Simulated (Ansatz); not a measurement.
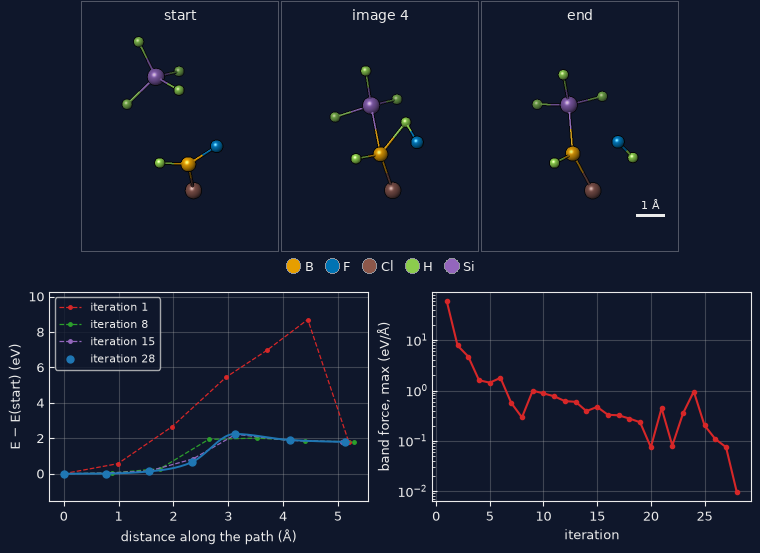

A search for the minimum-energy path of BSiH5ClF, made up at the start of BHClF and SiH₄ by the nudged elastic band. Images are numbered from 0 (start) to 6 (end). The plot follows the band through its iterations. A ball-and-stick model, seen from a free direction.

The calculation used Ansatz 0.2.0, RKS PBE/6-31G*. Settings: 5 movable images; climbing image; force threshold 0.05 eV/Å; iteration limit 60; starting path through a guess of the saddle point.

How did the profile develop, and is the result final?

Answer. The result is final at these settings. The band converged in 28 iterations. The largest component of the band force went from 59 to 0.0097 eV/Å. The climbing image converged on the top of the path. Its vibrational analysis gives one imaginary mode (772i cm⁻¹), as a transition state must have. The first iteration put the highest image at 8.70 eV. The highest point, image 4, lies 2.24 eV above the start and 0.44 eV above the end; the end is at +1.80 eV relative to the start.

Limits of the set-up: the start holds two separate molecules, 3.0 Å apart at their closest, whose relative position is a soft coordinate and is computed without a dispersion correction.

The run took 6 min on 1 thread of Intel(R) Xeon(R) Platinum 8259CL CPU @ 2.50GHz (Skylake/Cascade Lake) (shared host), peak memory 0.14 GiB.
